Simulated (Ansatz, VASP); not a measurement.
# BiB in two plane-wave programs

Aim: how closely do two programs agree when they are given the same cell, functional and k mesh? The cell is invented: As first built, before any earlier steps moved the atoms (in the runner's words): it takes the BP structure with some of its atoms replaced by other elements, volume scaled by an estimate. It may not be a known or stable phase. The cell is taken from a series of VASP runs on this material, whose earlier steps may have relaxed, scaled or displaced it; both programs get it as it stands. Valence electrons are named where the data sets of a main pair hold unlike numbers.

Main program and level: Ansatz 0.2.0; plane waves, with VASP 6.6.1 beside it; band structure at HSE06, spin-orbit coupling.

**1. The structure**

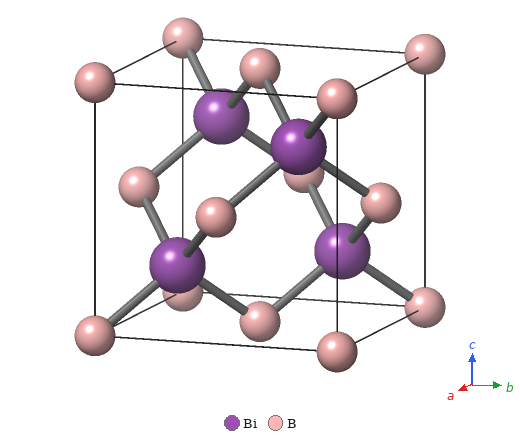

The starting structure, seen slightly off an axis (bismuth purple, boron pink). This picture shows the conventional cell, with its axes. Bonds to atoms that aren't drawn are left out. Some periodic images of atoms are drawn too.

**2. Ansatz: band structure, HSE06, spin-orbit coupling**

Ansatz runs on its fully relativistic PAW (standard-fr) files.

The same path points are solved in both programs, so levels can be compared one by one.

The input, input.yaml:

```yaml
crystal:
  lattice:
    - [0.0, 2.761376127, 2.761376127]
    - [2.761376127, 0.0, 2.761376127]
    - [2.761376127, 2.761376127, 0.0]
  atoms:
    - { symbol: Bi, position: [0.25, 0.25, 0.25] }
    - { symbol: B, position: [0.0, 0.0, 0.0] }
hamiltonian:
  xc: { exchange: pbe, correlation: pbe, exx: { coeff: 0.25, omega: 0.2 } }
  pseudopotentials: { kind: paw_fr }
magnetization:
  noncollinear: true
  spin_orbit: true
kpoints:
  mp_grid: { grid: [4, 4, 4] }
  band_path:
    path:
      - [0.0, 0.0, 0.0]
      - [0.5, 0.0, 0.5]
      - [0.5, 0.2, 0.7]
      - [0.4, 0.35, 0.75]
      - [0.15, 0.15, 0.3]
      - [0.2, 0.2, 0.2]
      - [0.55, 0.4, 0.55]
      - [0.6, 0.25, 0.65]
      - [0.5, 0.25, 0.75]
      - [0.5, 0.5, 0.5]
      - [0.375, 0.375, 0.75]
      - [0.5, 0.0, 0.5]
    npoints: 1
scf:
  occupations: { method: gaussian, width: 0.02 }
  n_extra_bands: 14
output:
  forces: true
  stress: true
  eigenvalues: true
```

Run with:

```sh
$ ansatz run input.yaml --threads 4 --pin off --max-ram 9216MiB --backend cpu --events-out ev --progress --plain --runs-dir out
```

Numbers of over 12 decimals in the logs are rounded to 6 here.

What it wrote:

```text
Warning: output.stress: scf.convergence.dr2_threshold = 1e-7 eV (the SCF's general default) is looser than the 2e-10 eV advised for a printed stress (1e-10 eV for each atom of the cell: 2). What an SCF threshold leaves in a stress goes as its square root, and in the free energy as the threshold itself, and one threshold admits the most on a small cell: [figures from the program's tests cut] Set scf.convergence.dr2_threshold to 2e-10 eV or tighter. The threshold is an SCF's pass mark: one that does not reach it within its budget of iterations ends unconverged, or closes short of it on a stop that the run arms, and scf.convergence.dr2_threshold's page says what that costs each kind of run
Warning: output.stress: scf.exx.energy_threshold = 1e-6 eV is looser than the 2e-8 eV advised for a stress under a hybrid functional (1e-8 eV for each atom of the cell: 2). Every SCF of the exchange loop can meet its threshold on dr2 while the loop round them stops early: no threshold on dr2 bounds what that leaves in the stress. Set scf.exx.energy_threshold to 2e-8 eV or tighter. The threshold is the loop's pass mark: a loop that does not reach it within its budget of cycles ends unconverged, and scf.exx.energy_threshold's page has the law
scf.n_extra_bands = 14 over 18 filled bands (N_el = 18.0): the run solves 32 bands
Engine: ansatz 0.2.0, aarch64-unknown-linux-gnu
Pseudopotentials: kind: paw_fr
Pseudopotential: Bi, paw_fr, valence charge 15, recommended cutoff 420 eV (normal), Bi.paw.azcp#standard-fr
Pseudopotential: B, paw_fr, valence charge 3, recommended cutoff 420 eV (normal), B.paw.azcp#standard-fr
Functional definition: unnamed
  parameter a_1 = 0.25
  parameter omega_1 = 0.2/angstrom
  exchange = pbe_x + (-a_1)*pbe_x_sr(omega_1) + a_1*exact_x_sr(omega_1)
  correlation = pbe_c
non-collinear run that drives no moment, with spin-orbit: no starting moment large enough to seed its density (crystal.atoms[].spin), no starting occupations that ask for one, no magnetisation constraint and no magnetic field, so the semilocal B_xc is pinned to zero
Crystal: 2 atoms, lattice volume = 42.112 Å³
Basis set: ecut = 420 eV, 869 PW (Γ), exchange–correlation on 54×54×54 points (8 copies of the dense FFT grid, shifted against one another)
Bands: 32, of which v1, the nominal top of the filled ones, is band 18 counted from 1 (17 counted from 0)
Symmetry: 24 space group operations + 24 with time reversal
Magnetic group: BNS 216.75 (UNI 1577), of the structure as read, at distance tolerance 3.5e-5 Å
k-points: 8 of 64 (time reversal used)
Projection manifold: j_resolved (fully-relativistic pseudo-atomic orbitals)
Non-local potential: Bi, projectors of the file, l = 0: 2, l = 1: 4, l = 2: 4, l = 3: 4
Non-local potential: B, projectors of the file, l = 0: 2, l = 1: 4, l = 2: 2
PAW form: soft (Blöchl's): semilocal exchange-correlation on the pseudo side does not see the compensation charge
PAW frozen core: Bi, regenerated for the run's functional, and the local potential with it (the file was generated under x = pbe(κ = 0.804, μ = 0.219515), c = pbe(β = 0.066725))
PAW frozen core: B, regenerated for the run's functional, and the local potential with it (the file was generated under x = pbe(κ = 0.804, μ = 0.219515), c = pbe(β = 0.066725))
PAW one-centre angular grid: Bi, 590 points (default); XC on 160 Gauss nodes
PAW one-centre angular grid: B, 110 points (default); XC on 64 Gauss nodes
Initial density: superposition of atomic densities (chi_scale 0.1, normalization cell, long waves kept (reshape's long-wave potential 0.00 eV rms))
Initial wavefunctions: pseudopotential atomic-orbital guess
Functional: x = pbe(κ = 0.804, μ = 0.219515), c = pbe(β = 0.066725), warm-up for x = pbe(κ = 0.804, μ = 0.219515) + 0.25 (exact − pbe) at short range (hse, ω = 0.2 Å⁻¹), c = pbe(β = 0.066725)
SCF iter   1: F=—  HF=-12593.031469 eV  |F-HF|=—  |Δ(HF+E_count)|=         —  Δρ=5.40e-2  dr2=2.29e0  dr2_m=0.00e0 (ungated)  ethr=1.00e-1  |M|=0.00e0 ∫|m|=0.00e0 μB  |m|>n=0.0e0 m-floor=0.0e0 τ_xc=0.0e0  β_m=0.30  ⟨swp⟩=6.8  Hψ=953  notcnv=0
preconditioner: auto → none  [insulator: Δε(μ)=0.092 eV  Ē_g=21.678 eV  σ=0.020 eV  W_gap=1.00  n_scr=14 (ndim 8)  ℏωp=24.3 eV  f_vac=0.000  D(μ)=0.01/eV (n_scr^D=0)]
iter 2 solved again at ethr=1.22e-3 eV; its pass at ethr=1.27e-2 eV (dr2=2.20e-1 eV) is discarded
SCF iter   2: F=—  HF=-12592.439803 eV  |F-HF|=—  |Δ(HF+E_count)|=   5.92e-1  Δρ=2.03e-2  dr2=2.18e-1  dr2_m=0.00e0 (ungated)  ethr=1.22e-3  |M|=0.00e0 ∫|m|=0.00e0 μB  |m|>n=0.0e0 m-floor=0.0e0 τ_xc=0.0e0  β_m=0.35  ⟨swp⟩=4.0  Hψ=1118  notcnv=0  defer=5
SCF iter   3: F=—  HF=-12592.405452 eV  |F-HF|=—  |Δ(HF+E_count)|=   3.44e-2  Δρ=1.02e-2  dr2=3.58e-2  dr2_m=0.00e0 (ungated)  ethr=1.21e-3  |M|=0.00e0 ∫|m|=0.00e0 μB  |m|>n=0.0e0 m-floor=0.0e0 τ_xc=0.0e0  β_m=0.57  ⟨swp⟩=3.1  Hψ=557  notcnv=0  defer=3
SCF iter   4: F=—  HF=-12592.406737 eV  |F-HF|=—  |Δ(HF+E_count)|=   1.29e-3  Δρ=1.22e-3  dr2=4.34e-4  dr2_m=0.00e0 (ungated)  ethr=1.99e-4  |M|=0.00e0 ∫|m|=0.00e0 μB  |m|>n=0.0e0 m-floor=0.0e0 τ_xc=0.0e0  β_m=0.75  ⟨swp⟩=5.1  Hψ=610  notcnv=0  defer=8
[...]
Frozen-core exchange: fock
[...]
preconditioner: auto → none  [insulator: Δε(μ)=0.379 eV  Ē_g=14.187 eV  σ=0.020 eV  W_gap=1.00  n_scr=14 (ndim 8)  ℏωp=16.2 eV  f_vac=0.010  D(μ)=0.00/eV (n_scr^D=0)]
[...]
SCF iter   3: F=—  HF=-12566.917129 eV  |F-HF|=—  |Δ(HF+E_count)|=   5.79e-4  Δρ=1.24e-3  dr2=9.93e-4  dr2_m=0.00e0 (ungated)  ethr=1.46e-5  |M|=0.00e0 ∫|m|=0.00e0 μB  |m|>n=0.0e0 m-floor=0.0e0 τ_xc=0.0e0  β_m=0.59  ⟨swp⟩=3.0  Hψ=603  notcnv=0
SCF iter   4: F=—  HF=-12566.917093 eV  |F-HF|=—  |Δ(HF+E_count)|=   3.60e-5  Δρ=1.20e-4  dr2=6.58e-4  dr2_m=0.00e0 (ungated)  ethr=1.86e-6  |M|=0.00e0 ∫|m|=0.00e0 μB  |m|>n=0.0e0 m-floor=0.0e0 τ_xc=0.0e0  β_m=0.63  ⟨swp⟩=3.0  Hψ=425  notcnv=0
SCF iter   5: F=—  HF=-12566.924886 eV  |F-HF|=—  |Δ(HF+E_count)|=   7.79e-3  Δρ=5.69e-4  dr2=9.25e-5  dr2_m=0.00e0 (ungated)  ethr=4.08e-8  |M|=0.00e0 ∫|m|=0.00e0 μB  |m|>n=0.0e0 m-floor=0.0e0 τ_xc=0.0e0  β_m=0.63  ⟨swp⟩=5.0  Hψ=910  notcnv=0
SCF iter   6: F=—  HF=-12566.924865 eV  |F-HF|=—  |Δ(HF+E_count)|=   2.09e-5  Δρ=4.07e-5  dr2=9.56e-6  dr2_m=0.00e0 (ungated)  ethr=4.08e-8  |M|=0.00e0 ∫|m|=0.00e0 μB  |m|>n=0.0e0 m-floor=0.0e0 τ_xc=0.0e0  β_m=0.80  ⟨swp⟩=4.0  Hψ=596  notcnv=0
SCF iter   7: F=-12566.924944 eV  HF=-12566.924944 eV  |F-HF|=3.89e-7  |Δ(HF+E_count)|=   7.94e-5  Δρ=7.62e-5  dr2=1.20e-6  dr2_m=0.00e0 (ungated)  ethr=1.73e-9  |M|=0.00e0 ∫|m|=0.00e0 μB  |m|>n=0.0e0 m-floor=0.0e0 τ_xc=0.0e0  ⟨swp⟩=5.0  Hψ=950  notcnv=0
SCF 2 stopped early in 7 iterations: F = -12566.924944 eV  dr2 = 1.20e-6
hybrid outer 1: dexx = +8.700e-3 eV, tail = 1.34e-5 eV
Projection manifold: j_resolved (fully-relativistic pseudo-atomic orbitals)
Exchange kernel: α = 0.2500, screened, ω = 0.2000 Å⁻¹, Wigner–Seitz truncation, v(0) = 1098.0766 eV·Å³, q-mesh 4×4×4, nearest image of the exchange supercell L = 15.62 Å, pair-density grid 15×15×15, without the augmentation charges, whose exchange is taken in its separable form by FFT convolution over the k-point mesh (sized by the pseudopotential files, 24×24×24 at the most), smooth part of the exact exchange by density-matrix convolution
Frozen-core exchange: fock
SCF iter   1: F=—  HF=-12566.924982 eV  |F-HF|=—  |Δ(HF+E_count)|=         —  Δρ=1.91e-5  dr2=1.36e-6  dr2_m=0.00e0 (ungated)  ethr=3.72e-7  |M|=0.00e0 ∫|m|=0.00e0 μB  |m|>n=0.0e0 m-floor=0.0e0 τ_xc=0.0e0  β_m=0.30  ⟨swp⟩=4.2  Hψ=571  notcnv=0
preconditioner: auto → none  [insulator: Δε(μ)=0.590 eV  Ē_g=14.197 eV  σ=0.020 eV  W_gap=1.00  n_scr=14 (ndim 8)  ℏωp=16.2 eV  f_vac=0.010  D(μ)=0.00/eV (n_scr^D=0)]
SCF iter   2: F=—  HF=-12566.924983 eV  |F-HF|=—  |Δ(HF+E_count)|=   2.59e-7  Δρ=1.36e-5  dr2=1.28e-6  dr2_m=0.00e0 (ungated)  ethr=6.88e-10  |M|=0.00e0 ∫|m|=0.00e0 μB  |m|>n=0.0e0 m-floor=0.0e0 τ_xc=0.0e0  β_m=0.58  ⟨swp⟩=5.1  Hψ=688  notcnv=0
SCF iter   3: F=—  HF=-12566.924983 eV  |F-HF|=—  |Δ(HF+E_count)|=   1.31e-9  Δρ=6.63e-6  dr2=1.25e-6  dr2_m=0.00e0 (ungated)  ethr=2.38e-10  |M|=0.00e0 ∫|m|=0.00e0 μB  |m|>n=0.0e0 m-floor=0.0e0 τ_xc=0.0e0  β_m=0.52  ⟨swp⟩=3.5  Hψ=545  notcnv=0
SCF iter   4: F=—  HF=-12566.925020 eV  |F-HF|=—  |Δ(HF+E_count)|=   3.71e-5  Δρ=8.99e-6  dr2=3.53e-8  dr2_m=0.00e0 (ungated)  ethr=5.24e-11  |M|=0.00e0 ∫|m|=0.00e0 μB  |m|>n=0.0e0 m-floor=0.0e0 τ_xc=0.0e0  β_m=0.52  ⟨swp⟩=5.1  Hψ=900  notcnv=0
SCF iter   5: F=-12566.925020 eV  HF=-12566.925020 eV  |F-HF|=1.36e-10  |Δ(HF+E_count)|=   1.29e-8  Δρ=3.75e-6  dr2=6.29e-9  dr2_m=0.00e0 (ungated)  ethr=5.24e-11  |M|=0.00e0 ∫|m|=0.00e0 μB  |m|>n=0.0e0 m-floor=0.0e0 τ_xc=0.0e0  ⟨swp⟩=3.0  Hψ=460  notcnv=0
SCF 3 converged in 5 iterations: F = -12566.925020 eV  dr2 = 6.29e-9
  Residual-converged pass: ⟨swp⟩=3.0  Hψ=511  notcnv=0  max |occ|·‖R‖ = 2.3e-6 eV (tolerance 2.4e-6 eV)  dr2=6.26e-9  dr2_m=0.00e0 (ungated)  dr2_onsite=4.33e-10  max |Δocc| = 5.4e-104
hybrid outer 2: dexx = +8.462e-8 eV, tail = 1.55e-8 eV, Δε = 9.62e-4 eV (about 5.12e-5 eV left of the loop's levels)
NSCF: frozen V_eff on 12 k-points
hybrid SCF converged: 2 outer / 12 inner (+10 warm-up), last move |dexx| = 8.46e-8 eV, tail = 1.55e-8 eV
Magnetization: |M| = 0.0000 μB,  M = (+0.0000, +0.0000, +0.0000) μB
Absolute magnetization: 0.0000 μB (∫|m|)
  site 0: m = (+0.0000, +0.0000, +0.0000) μB, |m| = 0.0000 μB  (R = 0.99 Å)
  site 1: m = (+0.0000, +0.0000, +0.0000) μB, |m| = 0.0000 μB  (R = 0.99 Å)
Free energy (F): -12566.925020 eV
Frozen-core exchange: fock
Harris-Foulkes:  -12566.925020 eV  (|F-HF|=1.36e-10)
Internal energy: -12566.925020 eV  (E = F + TS)
E sigma→0 (E₀):  -12566.925020 eV
Fermi energy:    10.544104 eV
--- Per-component energies (eV) ---
  E_band       = -120.626542
  E_kinetic    = 347.643527
  E_local      = -1566.014525  (includes V_loc(G=0)·N_el)
  E_nonlocal   = 573.235607
  E_hartree    = 513.194724
  E_xc         = -145.213936
  E_vxc        = -142.964356  (∫ρ·V_xc dr)
  E_exx        = -40.311130  (= α·E_x^exact, valence–valence)
  E_paw        = -10756.865286  (= ΣΔE_a)
  E_vpaw       = -278.293688  (= ΣTr[D̂ρ^β])
  E_aug_tail   = -0.000388  (compensation charges beyond the density's cutoff)
  E_ewald      = -1492.738907
  E_core_change = 0.145294  (= ΣΔE_core)
  E_smearing   = -0.000000  (= −TS)
  E_closure    = -0.000000  (closes the sum)
  Σ components = -12566.925020   (vs F -12566.925020, Δ=0.00e0)
--- Forces (eV/Å), atoms counted from 1 ---
  atom   1  Bi    -0.00000000     0.00000000    -0.00000000
  atom   2  B      0.00000000    -0.00000000    -0.00000000
  max |Σ_I F_I| component: 3.70e-16 eV/Å
--- Stress (GPa, compression-positive) ---
       -3.274325       0.000000      -0.000000
        0.000000      -3.274325       0.000000
       -0.000000       0.000000      -3.274325
  P = ⅓ Tr σ = -3.2743 GPa (-32.743 kbar)
--- Band table (eV; the first three rows and the last of 8) ---
  k-point 0: bands = [... 14 lower, 10.2495, 10.2495, 10.2495, 10.2495, 10.8382, 10.8382, 12.4936, 12.4936, ... 10 higher]
  k-point 1: bands = [... 14 lower, 8.3342, 8.3342, 9.2622, 9.2911, 11.3339, 11.3339, 13.9584, 13.9584, ... 10 higher]
  k-point 2: bands = [... 14 lower, 7.6197, 7.6197, 8.6260, 8.6260, 10.9483, 10.9483, 14.4693, 14.4693, ... 10 higher]
  k-point 7: bands = [... 14 lower, 4.2221, 5.4726, 5.5434, 5.8147, 14.1688, 14.1778, 14.6213, 14.6533, ... 10 higher]
```

It took 62 s on 4 threads of Arm Neoverse V2, shared host; peak memory 0.83 GiB; 3.7 min of CPU time.

[end of part 1 of 2]

[Lines on the potential files, build, host, timing and source positions are cut from VASP's logs without a mark.]

[Logs are printed without paths, hosts, clocks, repeated set-up lines and the standing remarks that a program may print on its own settings, such as how far it seeks lower states.]

[Hosts, paths, dates, database ids (printed as entryN), source tags and the programs' standing remarks are cut or masked in the printed files.]
